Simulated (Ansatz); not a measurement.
# AlPNH (quintet): correlated methods under varied settings

What do other methods and options give for AlPNH (quintet) at this geometry, and how long do they take?

Computed with Ansatz 0.2.0, Gaussian basis. Level: the settings change from run to run.

32 further runs of the same task are left out: 6 for a known fault of the program, 15 that didn't finish, 11 set aside as unsound or not needed.

### Step 1. What is computed

The geometry is a PBE0/def2-TZVP stationary point (not a proven minimum) of the parent state, kept for this charge and spin.

4 atoms, charge 0, spin multiplicity 5.

Atoms are counted from 1 here; the program's logs count them from 0.

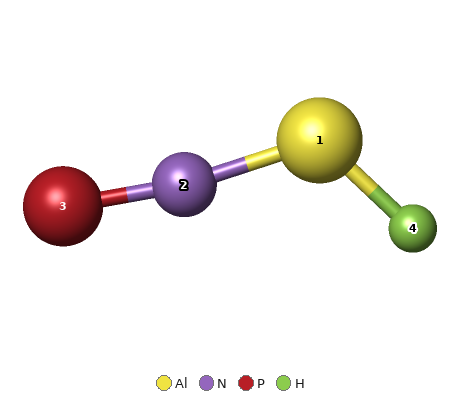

The structure; aluminium yellow, nitrogen purple, phosphorus red, hydrogen green; atoms are numbered from 1 in the order of the file.

### Step 2. CCSD/STO-3G

Contents of in.yaml:

```yaml
crystal:
  periodic: [false, false, false]
  atoms:
    - {symbol: Al, position_ang: [0.000000, -0.112704, 1.722124]}
    - {symbol: N, position_ang: [0.000000, 0.075179, -0.038622]}
    - {symbol: P, position_ang: [0.000000, 0.025048, -1.568052]}
    - {symbol: H, position_ang: [0.000000, 1.202529, 2.623060]}
basis:
  gaussian: {orbitals: STO-3G}
magnetization: {spin_polarized: true, initial_magnetization: 4}
hamiltonian: {xc: {name: B3LYP}}
correlation: {method: ccsd, electrons: valence}
output: {forces: true}
```

The run is started by

```
> ansatz run in.yaml --threads 1 --pin off --events-out ev --progress --plain --max-ram 2393MiB
```

Output, shortened:

```text
Functional definition: B3LYP
  name "B3LYP"
  cite "Stephens, Devlin, Chabalowski & Frisch, J. Phys. Chem. 98, 11623 (1994) doi:10.1021/j100096a001"
  cite "Becke, Phys. Rev. A 38, 3098 (1988) doi:10.1103/PhysRevA.38.3098"
  cite "Lee, Yang & Parr, Phys. Rev. B 37, 785 (1988) doi:10.1103/PhysRevB.37.785"
  cite "Vosko, Wilk & Nusair, Can. J. Phys. 58, 1200 (1980) doi:10.1139/p80-159"
[...]
268 factors; integrals over basis functions are off by at most 2.1e-5 eV
[...]
mean field -17180.26414631 eV, -631.3630621757 hartree, gradient 9.0e-6 eV, S^2 6.004582; 4 other end points of the search recorded, 0 dependent functions left out
11 core orbitals not correlated: weight in the atoms' cores, before any rotation towards them, 0.999 or more for the frozen orbitals, at most 0.000 for the correlated occupied ones
reference -17144.72853396 eV, -630.0571525086 hartree; 9, 5 occupied and 4, 8 virtual orbitals, 268 factors
second order -1.84705018 eV of doubles, -0.25785640 eV of singles
cycle   1  -2.23087404 eV  change   -1.3e-1 eV  update   6.7e-2
[...]
cycle  20  -2.44953761 eV  change    1.7e-8 eV  update   9.5e-8
[...]
Total energy: -17147.17807157 eV, -630.1471713554 hartree
Atom 0 at     0.000000    -0.112704     1.722124 Å, force     0.000000     0.338235     0.977298 eV/Å
Atom 1 at     0.000000     0.075179    -0.038622 Å, force     0.000000     0.553029    12.962032 eV/Å
Atom 2 at     0.000000     0.025048    -1.568052 Å, force     0.000000    -0.265875   -12.939246 eV/Å
Atom 3 at     0.000000     1.202529     2.623060 Å, force    -0.000000    -0.625390    -1.000084 eV/Å
Dipole moment:    -0.000000    -0.263158     0.281162 e Å
```

It took 12 s on 1 thread of Intel Xeon at 2.50GHz, shared host.

From the report: ⟨S²⟩ of the determinant 6.005 (pure quintet: 6.00); correlation -2.4495 eV; T1 0.020; largest double amplitude 0.05. The orbitals are Kohn-Sham ones, so correlation energy and T1 don't compare with those on Hartree-Fock orbitals.

### Step 3. MRCISD+Q(10,8)/6-31G

Contents of in.yaml:

```yaml
crystal:
  periodic: [false, false, false]
  atoms:
    - {symbol: Al, position_ang: [0.000000, -0.112704, 1.722124]}
    - {symbol: N, position_ang: [0.000000, 0.075179, -0.038622]}
    - {symbol: P, position_ang: [0.000000, 0.025048, -1.568052]}
    - {symbol: H, position_ang: [0.000000, 1.202529, 2.623060]}
basis:
  gaussian: {orbitals: 6-31G}
magnetization: {spin_polarized: false, initial_magnetization: 4}
correlation: {method: fic_mrcisd_q, electrons: outside_noble_gas, active_space: {window: {electrons: 10, orbitals: 8}}}
```

Launched as before.

Output, shortened:

```text
Functional definition: HF
  name "HF"
  cite "Fock, Z. Phys. 61, 126 (1930) doi:10.1007/BF01340294"
  parent pbe
[...]
442 factors; integrals over basis functions are off by at most 1.5e-4 eV
[...]
mean field -17345.72886540 eV, -637.4437784461 hartree, gradient 5.2e-6 eV, S^2 6.000000; 11 other end points of the search recorded, 0 dependent functions left out
reference -17345.72886540 eV, -637.4437784461 hartree; 20, 16 occupied and 17, 21 virtual orbitals, 442 factors
state -17346.32235990 eV, -637.4655889669 hartree
contracted CI cycle   1: correlation 0.00000000 eV, 0.0000000000 hartree, residual 1.44e1 eV
contracted CI cycle   2: correlation -3.14082724 eV, -0.1154232723 hartree, residual 3.35e0 eV
contracted CI cycle   3: correlation -3.35096711 eV, -0.1231457701 hartree, residual 9.72e-1 eV
contracted CI cycle   4: correlation -3.37237486 eV, -0.1239324901 hartree, residual 3.78e-1 eV
contracted CI cycle   5: correlation -3.37552986 eV, -0.1240484344 hartree, residual 1.66e-1 eV
contracted CI cycle   6: correlation -3.37615928 eV, -0.1240715653 hartree, residual 6.55e-2 eV
contracted CI cycle   7: correlation -3.37627088 eV, -0.1240756662 hartree, residual 2.65e-2 eV
contracted CI cycle   8: correlation -3.37628907 eV, -0.1240763347 hartree, residual 1.12e-2 eV
contracted CI cycle   9: correlation -3.37629227 eV, -0.1240764525 hartree, residual 4.87e-3 eV
contracted CI cycle  10: correlation -3.37629284 eV, -0.1240764733 hartree, residual 1.89e-3 eV
contracted CI cycle  11: correlation -3.37629292 eV, -0.1240764764 hartree, residual 7.49e-4 eV
state -17346.32235990 eV, -637.4655889669 hartree; corrected -17349.96703744 eV, -637.5995283958 hartree
Total energy: -17349.96703744 eV, -637.5995283958 hartree
```

Run time: 30 s. Hardware: 1 thread of Intel Xeon at 2.50GHz, shared host.

From the report: 232 determinants; active occupations 2.00, 1.99, 1.98, 1.01, 1.00, 1.00, 1.00, 0.02.

### Step 4. NEVPT2(4,8)/6-31G

in.yaml: that of step 3 with these lines changed.

```diff
@@ -10,2 +10,2 @@
 magnetization: {spin_polarized: false, initial_magnetization: 4}
-correlation: {method: fic_mrcisd_q, electrons: outside_noble_gas, active_space: {window: {electrons: 10, orbitals: 8}}}
+correlation: {method: sc_nevpt2, electrons: all, active_space: {window: {electrons: 4, orbitals: 8}}}
```

Launched as before.

Output, shortened:

```text
Functional definition: HF
  name "HF"
  cite "Fock, Z. Phys. 61, 126 (1930) doi:10.1007/BF01340294"
  parent pbe
[...]
442 factors; integrals over basis functions are off by at most 1.5e-4 eV
[...]
mean field -17345.72886540 eV, -637.4437784461 hartree, gradient 5.2e-6 eV, S^2 6.000000; 11 other end points of the search recorded, 0 dependent functions left out
reference -17345.72886540 eV, -637.4437784461 hartree; 20, 16 occupied and 17, 21 virtual orbitals, 442 factors
state -17345.78972959 eV, -637.4460151640 hartree
state -17345.78972959 eV, -637.4460151640 hartree; corrected -17349.50143620 eV, -637.5824178658 hartree
state -17343.06271640 eV, -637.3457992774 hartree
state -17343.06271640 eV, -637.3457992774 hartree; corrected -17348.15456525 eV, -637.5329212716 hartree
state -17345.78972959 eV, -637.4460151640 hartree; corrected -17349.50143620 eV, -637.5824178658 hartree
Total energy: -17349.50143620 eV, -637.5824178658 hartree
```

Run time: 49 s. Hardware: 1 thread of Intel Xeon at 2.50GHz, shared host.

From the report: 35 determinants; active occupations 1.00, 1.00, 1.00, 1.00, 0.00, 0.00, 0.00, 0.00.

### Step 5. MRCISD+Q(6,5)/STO-3G

in.yaml: that of step 4 with these lines changed.

```diff
@@ -8,4 +8,5 @@
 basis:
-  gaussian: {orbitals: 6-31G}
+  gaussian: {orbitals: STO-3G}
 magnetization: {spin_polarized: false, initial_magnetization: 4}
-correlation: {method: sc_nevpt2, electrons: all, active_space: {window: {electrons: 4, orbitals: 8}}}
+correlation: {method: fic_mrcisd_q, electrons: valence, active_space: {window: {electrons: 6, orbitals: 5}}}
+scf: {lower_state_search: full}
```

Launched as before.

Output, shortened:

```text
Functional definition: HF
  name "HF"
  cite "Fock, Z. Phys. 61, 126 (1930) doi:10.1007/BF01340294"
  parent pbe
[...]
268 factors; integrals over basis functions are off by at most 2.1e-5 eV
[...]
mean field -17145.11399809 eV, -630.0713180541 hartree, gradient 1.5e-6 eV, S^2 6.000000; 14 other end points of the search recorded, 0 dependent functions left out
reference -17145.11399809 eV, -630.0713180541 hartree; 20, 16 occupied and 4, 8 virtual orbitals, 268 factors
state -17145.11399809 eV, -630.0713180541 hartree
contracted CI cycle   1: correlation 0.00000000 eV, 0.0000000000 hartree, residual 9.32e0 eV
contracted CI cycle   2: correlation -1.93505153 eV, -0.0711118322 hartree, residual 2.08e0 eV
contracted CI cycle   3: correlation -2.08493473 eV, -0.0766199382 hartree, residual 6.85e-1 eV
contracted CI cycle   4: correlation -2.10307579 eV, -0.0772866099 hartree, residual 2.66e-1 eV
contracted CI cycle   5: correlation -2.10592194 eV, -0.0773912038 hartree, residual 1.07e-1 eV
contracted CI cycle   6: correlation -2.10638227 eV, -0.0774081205 hartree, residual 3.77e-2 eV
contracted CI cycle   7: correlation -2.10643467 eV, -0.0774100464 hartree, residual 1.67e-2 eV
contracted CI cycle   8: correlation -2.10644609 eV, -0.0774104660 hartree, residual 7.61e-3 eV
contracted CI cycle   9: correlation -2.10644853 eV, -0.0774105557 hartree, residual 3.32e-3 eV
contracted CI cycle  10: correlation -2.10644892 eV, -0.0774105701 hartree, residual 1.30e-3 eV
state -17145.11399809 eV, -630.0713180541 hartree; corrected -17147.36804867 eV, -630.1541528850 hartree
WARN: 1 active orbitals are nearly empty or full. The corrections depend on them more than the energy does, and are more stable in an active space without them
Total energy: -17147.36804867 eV, -630.1541528850 hartree
```

Run time: 12 s. Hardware: 1 thread of Intel Xeon at 2.50GHz, shared host.

From the report: 4 determinants; active occupations 2.00, 1.00, 1.00, 1.00, 1.00. The report marks this result as in doubt.

### Step 6. BCCD(T) on ROHF/6-31G

in.yaml: that of step 5 with these lines changed.

```diff
@@ -8,5 +8,5 @@
 basis:
-  gaussian: {orbitals: STO-3G}
+  gaussian: {orbitals: 6-31G}
 magnetization: {spin_polarized: false, initial_magnetization: 4}
-correlation: {method: fic_mrcisd_q, electrons: valence, active_space: {window: {electrons: 6, orbitals: 5}}}
-scf: {lower_state_search: full}
+correlation: {method: bccd_t, electrons: valence}
+accuracy: high
```

Launched as before.

Output, shortened:

```text
Functional definition: HF
  name "HF"
  cite "Fock, Z. Phys. 61, 126 (1930) doi:10.1007/BF01340294"
  parent pbe
[...]
826 factors; integrals over basis functions are off by at most 3.3e-9 eV
[...]
mean field -17345.72924677 eV, -637.4437924614 hartree, gradient 4.0e-8 eV, S^2 6.000000; 16 other end points of the search recorded, 0 dependent functions left out
[...]
determinant -17345.72924677 eV, -637.4437924614 hartree, with singles and doubles -17349.91353743 eV, -637.5975623069 hartree
determinant -17345.49592333 eV, -637.4352179829 hartree, with singles and doubles -17349.63759675 eV, -637.5874216737 hartree
determinant -17343.63655656 eV, -637.3668875145 hartree, with singles and doubles -17348.78770700 eV, -637.5561888014 hartree
determinant -17343.13024812 eV, -637.3482810226 hartree, with singles and doubles -17347.93568494 eV, -637.5248775684 hartree
[...]
determinant -17342.31729170 eV, -637.3184054252 hartree, with singles and doubles -17347.03117575 eV, -637.4916374689 hartree
determinant -17345.72924677 eV, -637.4437924614 hartree, with singles and doubles -17349.92207062 eV, -637.5978758957 hartree
determinant -17345.49592333 eV, -637.4352179829 hartree, with singles and doubles -17349.63804219 eV, -637.5874380436 hartree
11 core orbitals not correlated: weight in the atoms' cores, before any rotation towards them, 1.000 or more for the frozen orbitals, at most 0.000 for the correlated occupied ones
reference -17345.72924677 eV, -637.4437924614 hartree; 9, 5 occupied and 17, 21 virtual orbitals, 826 factors
second order -3.41601247 eV of doubles, -0.08554229 eV of singles
cycle   1  -4.17665371 eV  change    1.6e-2 eV  update   1.1e-2
[...]
cycle  30  -4.17395329 eV  change  -2.7e-10 eV  update  9.7e-10
perturbative correction -0.11514021 eV, -0.0042313248 hartree
Total energy: -17350.01834027 eV, -637.6014137402 hartree
```

Wall time 60 s (1 thread of Intel Xeon at 2.50GHz, shared host).

From the report: correlation -4.2891 eV; largest double amplitude 0.05.

### Step 7. BCCD(T) on UHF/cc-pVDZ

in.yaml: that of step 6 with these lines changed.

```diff
@@ -8,5 +8,4 @@
 basis:
-  gaussian: {orbitals: 6-31G}
-magnetization: {spin_polarized: false, initial_magnetization: 4}
+  gaussian: {orbitals: cc-pVDZ}
+magnetization: {spin_polarized: true, initial_magnetization: 4}
 correlation: {method: bccd_t, electrons: valence}
-accuracy: high
```

Same command.

Output, shortened:

```text
Functional definition: HF
  name "HF"
  cite "Fock, Z. Phys. 61, 126 (1930) doi:10.1007/BF01340294"
  parent pbe
[...]
552 factors; integrals over basis functions are off by at most 1.0e-3 eV
[...]
mean field -17348.90157268 eV, -637.5603732882 hartree, gradient 4.0e-6 eV, S^2 6.039138; 12 other end points of the search recorded, 0 dependent functions left out
determinant -17348.90157268 eV, -637.5603732882 hartree, with singles and doubles -17356.45518177 eV, -637.8379633023 hartree
determinant -17348.70724858 eV, -637.5532320090 hartree, with singles and doubles -17356.22937796 eV, -637.8296651653 hartree
determinant -17347.23123325 eV, -637.4989894463 hartree, with singles and doubles -17355.40345882 eV, -637.7993131967 hartree
determinant -17346.47431801 eV, -637.4711733241 hartree, with singles and doubles -17354.43531681 eV, -637.7637346341 hartree
[...]
determinant -17346.16497519 eV, -637.4598051852 hartree, with singles and doubles -17353.96427210 eV, -637.7464240602 hartree
determinant -17348.90157268 eV, -637.5603732882 hartree, with singles and doubles -17356.46275581 eV, -637.8382416429 hartree
determinant -17348.70724858 eV, -637.5532320090 hartree, with singles and doubles -17356.22986467 eV, -637.8296830516 hartree
11 core orbitals not correlated: weight in the atoms' cores, before any rotation towards them, 1.000 or more for the frozen orbitals, at most 0.000 for the correlated occupied ones
reference -17348.90157268 eV, -637.5603732882 hartree; 9, 5 occupied and 35, 39 virtual orbitals, 552 factors
second order -6.48776480 eV of doubles, -0.00000000 eV of singles
cycle   1  -7.54373844 eV  change    1.7e-2 eV  update   1.0e-2
[...]
cycle  13  -7.54239265 eV  change   -3.4e-6 eV  update   1.5e-5
perturbative correction -0.22945794 eV, -0.0084324236 hartree
Total energy: -17356.67342327 eV, -637.8459835294 hartree
```

It took 65 s on 1 thread of Intel Xeon at 2.50GHz, shared host.

From the report: ⟨S²⟩ of the determinant 6.039 (pure quintet: 6.00); correlation -7.7719 eV; largest double amplitude 0.03.

### Step 8. The runs in one table

Where basis and cores are those of an earlier UCCSDT(Q)/cc-pVDZ run (-17356.7362 eV), and the state is the same kind, the miss against it is given. † marks a result that the program doubts.

```csv
level,correlated,functions,energy (eV),from UCCSDT(Q) (meV),time
CCSD/STO-3G (on B3LYP orbitals),valence,24,-17147.1781,,12 s
"MRCISD+Q(10,8)/6-31G",outside noble gas,37,-17349.9670,,30 s
"NEVPT2(4,8)/6-31G",all,37,-17349.5014,,49 s
"MRCISD+Q(6,5)/STO-3G †",valence,24,-17147.3680,,12 s
BCCD(T) on ROHF/6-31G,valence,37,-17350.0183,,60 s
BCCD(T) on UHF/cc-pVDZ,valence,55,-17356.6734,62.7,65 s
```

### Step 9. Results

```
quantity                         value
    runs                             6
quickest  MRCISD+Q(6,5)/STO-3G †, 12 s
 slowest  BCCD(T) on UHF/cc-pVDZ, 65 s
```

**Reading.** Total energies in different bases, with other cores or another treatment of relativity can't be set against each other. BCCD(T) on UHF/cc-pVDZ took 6 times as long as MRCISD+Q(6,5)/STO-3G †; the jobs differ in more than the method.
